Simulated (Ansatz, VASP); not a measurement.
# Ge (Germanium) in two plane-wave programs

Wanted: the spread between two codes on one cell, functional and k mesh. The cell comes out of the VASP series on this material, whose earlier steps may have relaxed, scaled or displaced it; both programs get it as it stands.

Method: plane waves, with VASP 6.6.1 beside it; zone-centre phonons at r2SCAN, in Ansatz 0.2.0.

## (1) Set-up

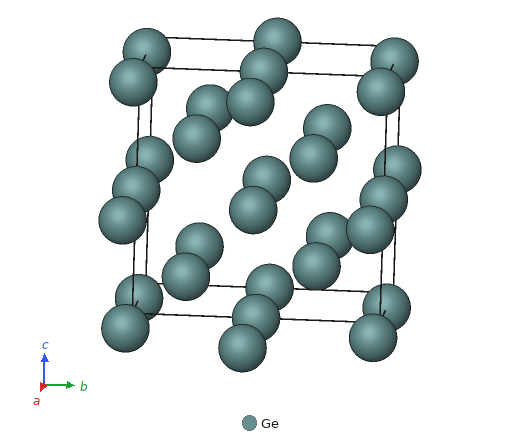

The cell as given, slightly off an axis (germanium teal). 2×1×1 cells are drawn. This picture shows the conventional cell, with its axes. Some periodic images of atoms are drawn too.

Coordinates:

```cif
data_structure
_symmetry_space_group_name_H-M 'P 1'
_symmetry_Int_Tables_number 1
_cell_length_a 4.0044
_cell_length_b 4.0044
_cell_length_c 4.0044
_cell_angle_alpha 60.000
_cell_angle_beta 60.000
_cell_angle_gamma 60.000
_cell_volume 45.40
loop_
_atom_site_label
_atom_site_type_symbol
_atom_site_fract_x
_atom_site_fract_y
_atom_site_fract_z
_atom_site_occupancy
Ge1 Ge 0.00000 0.00000 0.00000 1
Ge2 Ge 0.25000 0.25000 0.25000 1
```

## (2) Ansatz: zone-centre phonons, r2SCAN

Ansatz runs on its default PAW (the set named soft_2) files.

Second derivatives magnify differences that forces hide, and they need a tight electronic threshold.

input.yaml

```yaml
crystal:
  lattice:
    - [0.0, 2.8315135721, 2.8315135721]
    - [2.8315135721, 0.0, 2.8315135721]
    - [2.8315135721, 2.8315135721, 0.0]
  atoms:
    - { symbol: Ge, position: [0.0, 0.0, 0.0] }
    - { symbol: Ge, position: [0.25, 0.25, 0.25] }
hamiltonian:
  xc: r2scan
  pseudopotentials: { kind: paw }
kpoints:
  mp_grid: { grid: [6, 6, 6] }
scf:
  occupations: { method: gaussian, width: 0.05 }
phonons:
  method: dfpt
  qpoints: [[0, 0, 0]]
```

Launch:

```
$ ansatz run input.yaml --threads 4 --pin off --max-ram 9216MiB --backend cpu --events-out ev --progress --plain --runs-dir out
```

Numbers of over 12 decimals in the logs are rounded to 6 here.

The log of the run:

```text
Engine: ansatz 0.2.0, aarch64-unknown-linux-gnu
Pseudopotentials: kind: paw
Pseudopotential: Ge, paw, valence charge 14, recommended cutoff 500 eV (meta_gga), Ge.paw.azcp
Functional definition: r2SCAN
  parameter k0 = 0.174
  parameter k1 = 0.065
  parameter a1 = 4.9479
  exchange = r2scan_x(k0 = k0, k1 = k1, a1 = a1)
  correlation = r2scan_c
Crystal: 2 atoms, lattice volume = 45.403 Å³
Basis set: ecut = 500 eV, 1139 PW (Γ), exchange–correlation on 160×160×160 points (125 copies of the dense FFT grid, shifted against one another)
Bands: 18, of which v1, the nominal top of the filled ones, is band 14 counted from 1 (13 counted from 0)
Symmetry: 48 space group operations
k-points: 46 of 216 (irreducible under 4 space group operations, time reversal used)
Non-local potential: Ge, projectors of the file, l = 0: 2, l = 1: 2, l = 2: 3, l = 3: 1
PAW form: soft (Blöchl's): semilocal exchange-correlation on the pseudo side does not see the compensation charge
PAW frozen core: Ge, regenerated for the run's functional (the file was generated under x = pbe(κ = 0.804, μ = 0.219515), c = pbe(β = 0.066725))
PAW one-centre angular grid: Ge, 590 points (default); XC on 160 Gauss nodes
Initial density: superposition of atomic densities (neutral atoms: chi_scale 0, normalization atom), corrected by the library's trained network
Initial wavefunctions: pseudopotential atomic-orbital guess
Functional: x = r2scan, c = r2scan; τ floored in thin density (d = 2e-4 eV/Å³)
SCF iter   1: F=—  HF=-8605.764246 eV  |F-HF|=—  |Δ(HF+E_count)|=         —  Δρ=6.77e-3  dr2=6.46e-3  dr2_τ=4.68e-3  ethr=1.77e-3  ⟨swp⟩=6.0  Hψ=3883  notcnv=0
preconditioner: auto → none  [insulator: Δε(μ)=0.365 eV  Ē_g=24.423 eV  σ=0.050 eV  W_gap=1.00  n_scr=14 (ndim 8)  ℏωp=29.2 eV  f_vac=0.081  D(μ)=0.00/eV (n_scr^D=0)  ε∞_Penn≈2.4]
SCF iter   2: F=—  HF=-8605.774428 eV  |F-HF|=—  |Δ(HF+E_count)|=   1.02e-2  Δρ=1.60e-3  dr2=5.29e-4  dr2_τ=2.17e-5  ethr=2.31e-5  ⟨swp⟩=2.0  Hψ=2024  notcnv=0
SCF iter   3: F=—  HF=-8605.774466 eV  |F-HF|=—  |Δ(HF+E_count)|=   3.80e-5  Δρ=1.12e-3  dr2=1.68e-4  dr2_τ=2.31e-6  ethr=1.89e-6  ⟨swp⟩=2.0  Hψ=1298  notcnv=0
SCF iter   4: F=—  HF=-8605.774531 eV  |F-HF|=—  |Δ(HF+E_count)|=   6.57e-5  Δρ=4.85e-5  dr2=7.87e-7  dr2_τ=1.88e-8  ethr=6.01e-7  ⟨swp⟩=2.3  Hψ=1090  notcnv=0
SCF iter   5: F=—  HF=-8605.774530 eV  |F-HF|=—  |Δ(HF+E_count)|=   1.06e-6  Δρ=7.49e-6  dr2=1.26e-8  dr2_τ=2.28e-10  ethr=2.81e-9  ⟨swp⟩=2.0  Hψ=1472  notcnv=0
SCF iter   6: F=—  HF=-8605.774530 eV  |F-HF|=—  |Δ(HF+E_count)|=   1.06e-8  Δρ=6.95e-7  dr2=6.40e-11  dr2_τ=1.06e-11  ethr=4.48e-11  ⟨swp⟩=2.0  Hψ=1472  notcnv=0
SCF iter   7: F=-8605.774530 eV  HF=-8605.774530 eV  |F-HF|=5.46e-12  |Δ(HF+E_count)|=  2.06e-10  Δρ=4.78e-8  dr2=6.06e-13  dr2_τ=1.19e-14  ethr=1.00e-12  ⟨swp⟩=5.2  Hψ=3137  notcnv=0
SCF 1 converged in 7 iterations: F = -8605.774530 eV  dr2 = 6.06e-13
  greatest PAW one-centre occupation: 0.998 electrons in one spin orbital (limit 2), on the Ge atom at site 1 (counted from 0), in its partial waves of l = 2
DFPT response loops at Γ: preconditioner auto → none (the input reference at scf.mixing.eps_inf says where Resta's filter doesn't serve); β = 0.50; Broyden in place of MSR1
SCF converged after 7 iterations
Free energy (F): -8605.774530 eV
Harris-Foulkes:  -8605.774530 eV  (|F-HF|=5.46e-12)
Internal energy: -8605.774530 eV  (E = F + TS)
E sigma→0 (E₀):  -8605.774530 eV
Fermi energy:    8.560815 eV
--- Per-component energies (eV) ---
  E_band       = -318.334951
  E_kinetic    = 222.221460
  E_local      = -4948.513442  (includes V_loc(G=0)·N_el)
  E_nonlocal   = 840.266312
  E_hartree    = 2173.894773
  E_xc         = -138.253030
  E_vxc        = -135.871162  (∫ρ·V_xc dr)
  E_paw        = -4068.555219  (= ΣΔE_a)
  E_vpaw       = -651.844519  (= ΣTr[D̂ρ^β])
  E_aug_tail   = 0.000038  (compensation charges beyond the density's cutoff)
  E_vtau       = 7.616863  (kinetic-family band-sum trace: ∫τ·v_τ [+ j·A + Jᵃ·Aᵃ] dr)
  E_ewald      = -2684.663892
  E_core_change = -2.171532  (= ΣΔE_core)
  E_smearing   = -0.000000  (= −TS)
  E_closure    = -0.000000  (closes the sum)
  Σ components = -8605.774530   (vs F -8605.774530, Δ=0.00e0)
--- Band table (eV; the first three rows and the last of 46) ---
  k-point 0: bands = [... 10 lower, -4.9286, 8.3483, 8.3483, 8.3483, 8.7669, 11.0718, 11.0718, 11.0718]
  k-point 1: bands = [... 10 lower, -4.5763, 5.1557, 7.8017, 7.8017, 9.5840, 11.7990, 11.7990, 12.8676]
  k-point 2: bands = [... 10 lower, -3.5995, 2.0838, 7.1220, 7.1220, 9.0320, 12.3735, 12.3735, 15.8919]
  k-point 45: bands = [... 10 lower, -1.7963, 0.2217, 4.0692, 5.3589, 11.6803, 12.2707, 14.8517, 14.8531]
--- Phonons (Γ-DFPT): 1 representative perturbation + reference, on 46 of 216 k-points (Σ response iterations 6) ---
  k mesh reduced under 4 symmetry operations, with k and −k counted as one. Each operation leaves every solved perturbation unchanged. A smaller set is not considered because the functional reads the kinetic-energy density
  ASR residual: 1.009e-4 → 0.000e0 eV/Å²; symmetrization residual: 1.529e-12 eV/Å²
  ASR residual per site (eV/Å²): 1.01e-4 1.01e-4
  Γ frequencies (cm⁻¹): 0.00 0.00 0.00 300.52 300.52 300.52
  non-analytic LO–TO correction: not included (Born effective charges unavailable; polar crystals: no LO–TO splitting at Γ)
--- Phonons (arbitrary-q DFPT): 1 explicit q-point ---
  q = [0, 0, 0] (of the zone-centre solve; hermiticity 1.08e-13, symmetrization 1.27e-13): -0.00 -0.00 -0.00 300.52 300.52 300.52
  sum rule: each row above includes the acoustic sum rule's correction from the zone centre's row sums; it moved no ω² by more than (0.61 cm⁻¹)²
```

Wall time 6.4 s (4 threads of Arm Neoverse V1, shared host); peak memory 1.2 GiB.

## (3) VASP: zone-centre phonons, r2SCAN

The same cell, functional, mesh and smearing now go to VASP, with its own data sets and cutoff.

Lines of VASP's logs that name or quote its potential files are left out, and so is its time.

INCAR

```
SYSTEM = Ge
PREC = Accurate
ENCUT = 410
EDIFF = 1E-08
NELM = 100
ISMEAR = 0
SIGMA = 0.05
LREAL = .FALSE.
ALGO = Normal
METAGGA = R2SCAN
LASPH = .TRUE.
NBANDS = 20
LORBIT = 11
LWAVE = .FALSE.
LCHARG = .FALSE.
KPAR = 2
IBRION = 6
NFREE = 2
POTIM = 0.015
ISIF = 2
NSW = 1
```

POSCAR

```
Ge
1.0
    0.0000000000      2.8315135721      2.8315135721
    2.8315135721      0.0000000000      2.8315135721
    2.8315135721      2.8315135721      0.0000000000
Ge
2
Direct
    0.0000000000      0.0000000000      0.0000000000
    0.2500000000      0.2500000000      0.2500000000
```

KPOINTS

```
Automatic mesh
0
Gamma
6 6 6
0 0 0
```

The projector-augmented-wave data sets are Ge_d (PBE family, release 64).

Launch:

```
$ mpirun -np 2 vasp_std
```

The log of the run:

```text
[banner, memory and clock lines left out]
running    2 mpi-ranks, on    1 nodes
 distrk:  each k-point on    1 cores,    2 groups
 distr:  one band on    1 cores,    1 groups

 POSCAR found type information on POSCAR Ge
 POSCAR found :  1 types and       2 ions
|                                                                             |
|               ----> ADVICE to this user running VASP <----                  |
|                                                                             |
|     You enforced a specific xc type in the INCAR file but a different       |
|     [... a line on the potential file left out ...]
|     I HOPE YOU KNOW WHAT YOU ARE DOING!                                     |
|                                                                             |

 LDA part: xc-table for (None), standard interpolation
 POSCAR, INCAR and KPOINTS ok, starting setup
 FFT: planning ... GRIDC
 FFT: planning ... GRID_SOFT
 FFT: planning ... GRID
 WAVECAR not read
 entering main loop
       N       E                     dE             d eps       ncg     rms          rms(c)
DAV:   1     0.149026271296E+03    0.14903E+03   -0.13637E+04   692   0.343E+03
DAV:   2    -0.664165895944E+01   -0.15567E+03   -0.15228E+03   644   0.546E+02
DAV:   3    -0.297118457917E+02   -0.23070E+02   -0.22880E+02   724   0.140E+02
DAV:   4    -0.303847658763E+02   -0.67292E+00   -0.67266E+00   684   0.281E+01
DAV:   5    -0.303965056630E+02   -0.11740E-01   -0.11740E-01   768   0.392E+00    0.338E+00
DAV:   6    -0.277179868074E+02    0.26785E+01   -0.30994E-01   672   0.956E+00    0.196E+00
DAV:   7    -0.276997379263E+02    0.18249E-01   -0.10552E-01   820   0.428E+00    0.263E-01
DAV:   8    -0.276990766424E+02    0.66128E-03   -0.51626E-03   836   0.122E+00    0.105E-01
DAV:   9    -0.276992126148E+02   -0.13597E-03   -0.80083E-03   836   0.183E+00    0.678E-02
DAV:  10    -0.276989681438E+02    0.24447E-03   -0.53931E-04   800   0.421E-01    0.324E-02
DAV:  11    -0.276988849176E+02    0.83226E-04   -0.40729E-04   884   0.389E-01    0.760E-03
DAV:  12    -0.276988875356E+02   -0.26180E-05   -0.21857E-05   784   0.731E-02    0.353E-03
DAV:  13    -0.276988917650E+02   -0.42294E-05   -0.10525E-06   736   0.112E-02    0.164E-03
DAV:  14    -0.276988918104E+02   -0.45366E-07   -0.36480E-07   872   0.116E-02    0.797E-04
DAV:  15    -0.276988913161E+02    0.49433E-06   -0.20995E-08   596   0.143E-03    0.896E-05
DAV:  16    -0.276988911999E+02    0.11613E-06   -0.15395E-09   376   0.531E-04    0.820E-05
DAV:  17    -0.276988912486E+02   -0.48662E-07   -0.26013E-10   372   0.189E-04    0.139E-05
DAV:  18    -0.276988912566E+02   -0.80436E-08   -0.66842E-11   376   0.962E-05
   1 F= -.27698891E+02 E0= -.27698891E+02  d E =-.279270E-09
 Found     1 degrees of freedom:
 Finite differences POTIM= 0.01500 DOF=   1
 bond charge predicted
       N       E                     dE             d eps       ncg     rms          rms(c)
DAV:   1    -0.276958143701E+02    0.30769E-02   -0.10009E+00  2080   0.831E+00    0.578E-02
DAV:   2    -0.276975393560E+02   -0.17250E-02   -0.12344E-02  1964   0.121E+00    0.320E-02
DAV:   3    -0.276975749900E+02   -0.35634E-04   -0.28387E-04  2220   0.181E-01    0.130E-02
DAV:   4    -0.276975785073E+02   -0.35173E-05   -0.16090E-05  2276   0.491E-02    0.264E-03
DAV:   5    -0.276975787252E+02   -0.21792E-06   -0.15248E-06  2228   0.159E-02    0.116E-03
DAV:   6    -0.276975787841E+02   -0.58846E-07   -0.10527E-07  2020   0.284E-03    0.317E-04
DAV:   7    -0.276975787847E+02   -0.62300E-09   -0.13009E-08  1376   0.161E-03
   2 F= -.27697579E+02 E0= -.27697579E+02  d E =-.257778E-07
 Finite differences progress:
  Degree of freedom:   1/  1
  Displacement:        1/  2
  Total:               1/  2
 bond charge predicted
       N       E                     dE             d eps       ncg     rms          rms(c)
DAV:   1    -0.276919740728E+02    0.56047E-02   -0.27690E+00  2076   0.137E+01    0.110E-01
DAV:   2    -0.276974550124E+02   -0.54809E-02   -0.35020E-02  1940   0.195E+00    0.641E-02
DAV:   3    -0.276975691567E+02   -0.11414E-03   -0.87785E-04  2452   0.325E-01    0.193E-02
DAV:   4    -0.276975788919E+02   -0.97352E-05   -0.49888E-05  2320   0.781E-02    0.519E-03
DAV:   5    -0.276975792389E+02   -0.34704E-06   -0.37502E-06  2328   0.233E-02    0.184E-03
DAV:   6    -0.276975793179E+02   -0.78966E-07   -0.36469E-07  2000   0.550E-03    0.692E-04
DAV:   7    -0.276975793305E+02   -0.12558E-07   -0.50564E-08  1836   0.252E-03    0.178E-04
DAV:   8    -0.276975793428E+02   -0.12379E-07   -0.11988E-08  1228   0.193E-03    0.970E-05
DAV:   9    -0.276975793401E+02    0.27730E-08   -0.20717E-09  1220   0.537E-04
   3 F= -.27697579E+02 E0= -.27697579E+02  d E =-.256847E-07
 Finite differences progress:
  Degree of freedom:   1/  1
  Displacement:        2/  2
  Total:               2/  2
```

Parts of OUTCAR (step 3):

```text
ion  position               nearest neighbor table
   1  0.000  0.000  0.000-   2 2.45   2 2.45   2 2.45   2 2.45
   2  0.250  0.250  0.250-   1 2.45   1 2.45   1 2.45   1 2.45

  LATTYP: Found a face centered cubic cell.
 ALAT       =     5.6630271442

 Subroutine GETGRP returns: Found 48 space group operations
 (whereof 24 operations were pure point group operations)

The static configuration has the point symmetry T_d .
 The point group associated with its full space group is O_h .

 Found     16 irreducible k-points:

   k-points           NKPTS =     16   k-points in BZ     NKDIM =     16   number of bands    NBANDS=     20

   dimension x,y,z NGX =    28 NGY =   28 NGZ =   28
   dimension x,y,z NGXF=    56 NGYF=   56 NGZF=   56

   ENCUT  =  410.0 eV  30.13 Ry    5.49 a.u.   6.61  6.61  6.61*2*pi/ulx,y,z

   NELECT =      28.0000    total number of electrons

 k-points in reciprocal lattice and weights: Automatic mesh
   0.00000000  0.00000000  0.00000000       0.005
   0.16666667  0.00000000  0.00000000       0.037
   0.33333333  0.00000000  0.00000000       0.037
   0.50000000  0.00000000  0.00000000       0.019
   0.16666667  0.16666667  0.00000000       0.028
   0.33333333  0.16666667  0.00000000       0.111
   0.50000000  0.16666667  0.00000000       0.111
  -0.33333333  0.16666667  0.00000000       0.111
  -0.16666667  0.16666667  0.00000000       0.056
[...]
-0.33333333  0.33333333  0.16666667       0.111
  -0.33333333  0.50000000  0.16666667       0.056

 average (electrostatic) potential at core
       1 -79.4581       2 -79.4581

 E-fermi :   5.0060

 k-point     1 :       0.0000    0.0000    0.0000
  band No.  band energies     occupation
    ...
     10     -20.4308      2.00000
     11      -8.5018      2.00000
     12       4.7060      2.00000
     13       4.7807      2.00000
     14       4.8541      1.99998
     15       5.1581      0.00002
     16       7.4340      0.00000
     17       7.4904      0.00000
     18       7.5483      0.00000
     19      11.8291      0.00000
    ...

 k-point     2 :       0.1667    0.0000    0.0000
  band No.  band energies     occupation
    ...
     10     -20.4189      2.00000
     11      -8.1509      2.00000
     12       1.6063      2.00000
     13       4.1755      2.00000
     14       4.2601      2.00000
     15       5.9685      0.00000
     16       8.1831      0.00000
     17       8.2634      0.00000
     18       9.2892      0.00000
     19      13.2053      0.00000
    ...

 k-point     3 :       0.3333    0.0000    0.0000
  band No.  band energies     occupation
    ...
     10     -20.4092      2.00000
     11      -7.1806      2.00000
     12      -1.4584      2.00000
     13       3.5050      2.00000
     14       3.5845      2.00000
     15       5.4171      0.00000
     16       8.7337      0.00000
     17       8.8398      0.00000
     18      12.2969      0.00000
     19      13.2446      0.00000
    ...

  Total        0.0095689      0.0109941      0.0109941      0.0000000     -0.1243872      0.0000000
  in kB        0.3376655      0.3879568      0.3879568      0.0000000     -4.3893509      0.0000000
  external PRESSURE =       0.3711930 kB  Pullay stress =       0.0000000 kB

  energy-cutoff  :      410.00
  volume of cell :       45.40
      direct lattice vectors                 reciprocal lattice vectors
     0.000000000  2.831513572  2.831513572    -0.176584003  0.176584003  0.176584003
     2.831513572  0.000000000  2.831513572     0.176584003 -0.176584003  0.176584003
     2.831513572  2.831513572  0.000000000     0.176584003  0.176584003 -0.176584003

 POSITION                                       TOTAL-FORCE (eV/Angst)
 -----------------------------------------------------------------------------------
     -0.01500      0.00000      0.00000         0.178803      0.000000      0.000000
      1.41576      1.41576      1.41576        -0.178803      0.000000      0.000000
 -----------------------------------------------------------------------------------
    total drift:                                0.000375      0.000003      0.000004

  FREE ENERGIE OF THE ION-ELECTRON SYSTEM (eV)
  ---------------------------------------------------
  free  energy   TOTEN  =       -27.6975793401 eV

  energy  without entropy=      -27.6975793144  energy(sigma->0) =      -27.69757933

 Eigenvectors and eigenvalues of the dynamical matrix
 ----------------------------------------------------

   1 f  =    8.959646 THz    56.295116 2PiTHz  298.861623 cm-1    37.054102 meV
             X         Y         Z           dx          dy          dz
      0.000000  0.000000  0.000000     0.000000   -0.707107    0.000000
      1.415757  1.415757  1.415757     0.000000    0.707107    0.000000

   2 f  =    8.959646 THz    56.295116 2PiTHz  298.861623 cm-1    37.054102 meV
             X         Y         Z           dx          dy          dz
      0.000000  0.000000  0.000000    -0.707107    0.000000    0.000000
      1.415757  1.415757  1.415757     0.707107    0.000000    0.000000

   3 f  =    8.959646 THz    56.295116 2PiTHz  298.861623 cm-1    37.054102 meV
             X         Y         Z           dx          dy          dz
      0.000000  0.000000  0.000000     0.000000    0.000000   -0.707107
      1.415757  1.415757  1.415757     0.000000    0.000000    0.707107

   4 f  =    0.000000 THz     0.000000 2PiTHz    0.000000 cm-1     0.000000 meV
             X         Y         Z           dx          dy          dz
      0.000000  0.000000  0.000000     0.707107    0.000000    0.000000
      1.415757  1.415757  1.415757     0.707107    0.000000    0.000000

   5 f  =    0.000000 THz     0.000000 2PiTHz    0.000000 cm-1     0.000000 meV
             X         Y         Z           dx          dy          dz
      0.000000  0.000000  0.000000     0.000000    0.707107    0.000000
      1.415757  1.415757  1.415757     0.000000    0.707107    0.000000

   6 f  =    0.000000 THz     0.000000 2PiTHz    0.000000 cm-1     0.000000 meV
             X         Y         Z           dx          dy          dz
      0.000000  0.000000  0.000000     0.000000    0.000000    0.707107
      1.415757  1.415757  1.415757     0.000000    0.000000    0.707107

 ELASTIC MODULI CONTR FROM IONIC RELAXATION (kBar)
 Direction    XX          YY          ZZ          XY          YZ          ZX
 --------------------------------------------------------------------------------
 XX          -0.0000     -0.0000     -0.0000      0.0000      0.0000     -0.0000
 YY          -0.0000     -0.0000     -0.0000      0.0000      0.0000     -0.0000
 ZZ          -0.0000     -0.0000     -0.0000      0.0000      0.0000     -0.0000
 XY           0.0000      0.0000      0.0000   -203.0221      0.0000      0.0000
 YZ           0.0000      0.0000      0.0000      0.0000   -203.0221      0.0000
 ZX          -0.0000     -0.0000     -0.0000      0.0000      0.0000   -203.0221
 --------------------------------------------------------------------------------

 total charge
# of ion       s       p       d       tot
------------------------------------------
    1        1.098   1.296  10.022  12.416
    2        1.098   1.296  10.022  12.416
--------------------------------------------------
tot          2.195   2.593  20.045  24.833

[... 3 further parts left out ...]
```

CONTCAR:

```
Ge
   1.00000000000000
     0.0000000000000000    2.8315135721000000    2.8315135721000000
     2.8315135721000000    0.0000000000000000    2.8315135721000000
     2.8315135721000000    2.8315135721000000    0.0000000000000000
  Ge
     2
Direct
     0.0026487600391184   -0.0026487600391184   -0.0026487600391184
     0.2500000000000000    0.2500000000000000    0.2500000000000000
```

## (4) Side by side

Known differences besides the PAW data sets themselves: VASP keeps PBE cores, Ansatz makes them for the functional; the cutoff is 500 eV in Ansatz and 410 eV in VASP; VASP uses finite displacements, Ansatz perturbation theory. Total energies have different zeros and are not compared.

Both answers:

```
          quantity  Ansatz   VASP  difference
mode 4 to 6 (cm⁻¹)   300.5  298.9     +0.55 %
```

## (5) What came out

| Quantity | Value |
| --- | --- |
| difference in mode 4 to 6 (zone-centre phonons, r2SCAN) | 0.55 % |

What this shows: The difference in mode 4 to 6 is 0.55 % (zone-centre phonons, r2SCAN), within the 3 % picked in this series as the mark of a large difference. How closely two codes agree says nothing of how well the functional describes the real material.

[Lines on the potential files, build, host, timing and source positions are cut from VASP's logs without a mark.]

[Logs are printed without paths, hosts, clocks, repeated set-up lines and the standing remarks that a program may print on its own settings, such as how far it seeks lower states.]

[Hosts, paths, dates, database ids (printed as entryN), source tags and the programs' standing remarks are cut or masked in the printed files.]
